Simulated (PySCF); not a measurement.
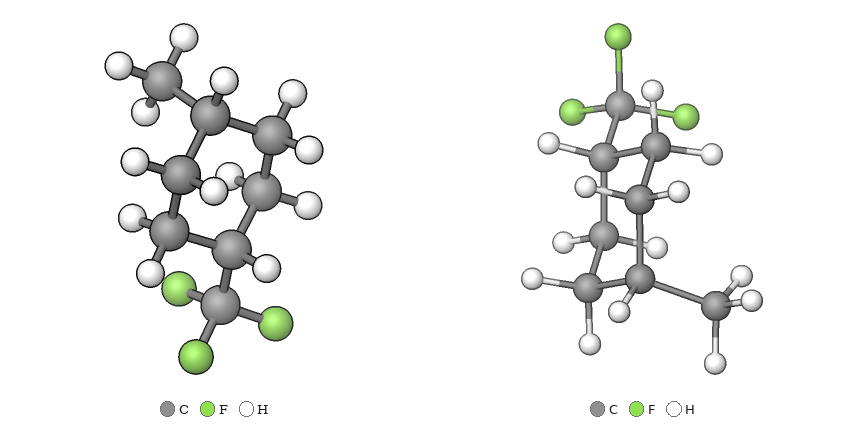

The same structure drawn twice, from different directions.

Computed geometry: PBE0-D3(BJ)/def2-SVP optimisation. No frequency run is at hand to confirm it as a minimum.

> Count the atoms of each element.

C₈H₁₃F₃, 24 atoms: 8 carbon, 13 hydrogen and 3 fluorine.

> Write the SMILES.

C[C@H]1CC[C@@H](C(F)(F)F)CC1

> Describe its rings.

Independent rings (smallest set): 1 of 6 members.

> What is the point group of this geometry?

Cs.

> Name some functional groups or characteristic bonds that it holds.

Among them: C–F bond.

More results for the same structure follow; atom numbers are the same in all pictures, views and colours differ.

**Charges**

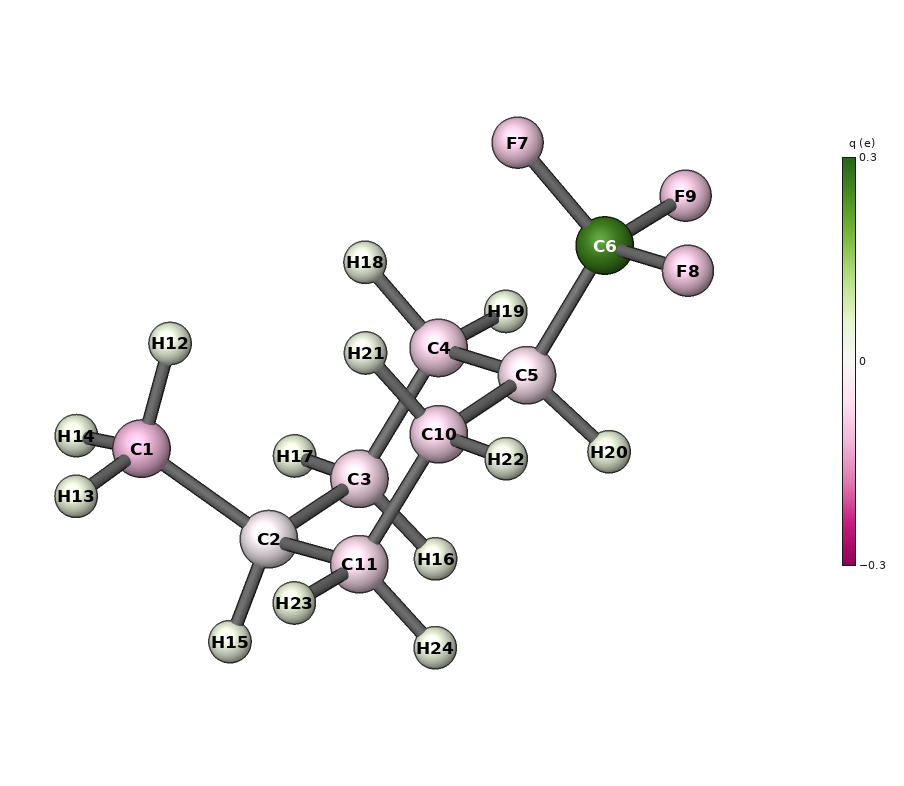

Atoms are coloured by their Hirshfeld charges. No frequency run is at hand to confirm it as a minimum. Properties computed with PBE0/pcSseg-1, gas phase (PySCF 2.14.0).

List the Hirshfeld charges.

```
atom  value (e)
  C1      −0.12
  C2      −0.02
  C3      −0.07
  C4      −0.08
  C5      −0.05
  C6       0.26
  F7      −0.09
  F8      −0.09
  F9      −0.09
 C10      −0.08
 C11      −0.07
 H12       0.04
 H13       0.04
 H14       0.04
 H15       0.04
 H16       0.04
 H17       0.04
 H18       0.03
 H19       0.04
 H20       0.04
 H21       0.03
 H22       0.04
 H23       0.04
 H24       0.04
```

**Polarisability**

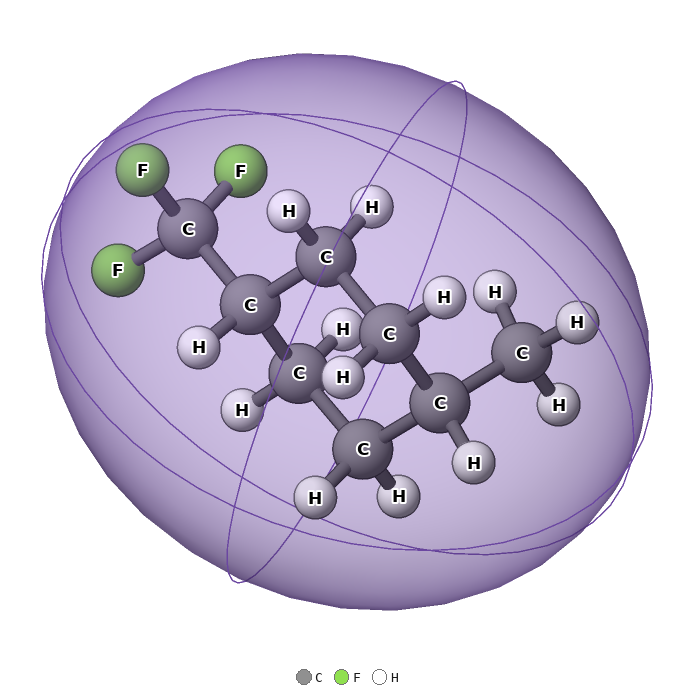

The ellipsoid shows the static dipole polarisability: its half-axes are proportional to the principal values. No frequency run is at hand to confirm it as a minimum. Level of theory: B3LYP/def2-SVPD (PySCF 2.14.0).

> Give the principal values, the mean and the anisotropy.

Principal values 86.8, 93.0, 103.5 bohr³; mean 94.5 bohr³ (14.00 Å³); anisotropy 14.6 bohr³, so the longest axis is 1.19 times the shortest.

**Ring current**

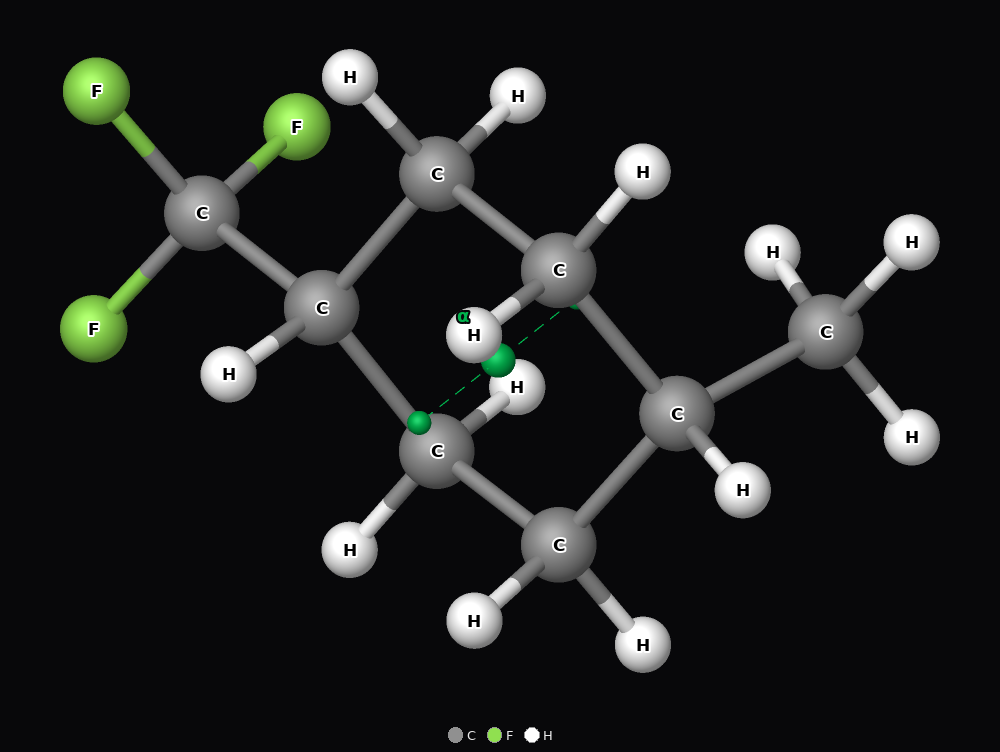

The small points mark where nucleus-independent chemical shifts (NICS) were computed: at the centre of each lettered ring and 1 Å above and below it. No frequency run is at hand to confirm it as a minimum. Method: GIAO B3LYP/pcSseg-1 NMR shielding, non-relativistic, gas phase (PySCF 2.14.0).

Give NICS(0), NICS(1) and the out-of-plane component NICS(1)zz for each ring (means of the two sides).

```json
{"ring": "α", "members": "C6", "NICS(0)": "−3.0", "NICS(1)": "−2.4", "NICS(1)zz": "2.2"}
```

Values in ppm.

> What do the values say about the ring currents?

Ring α: weak, as in a non-aromatic ring. NICS is one index among several.
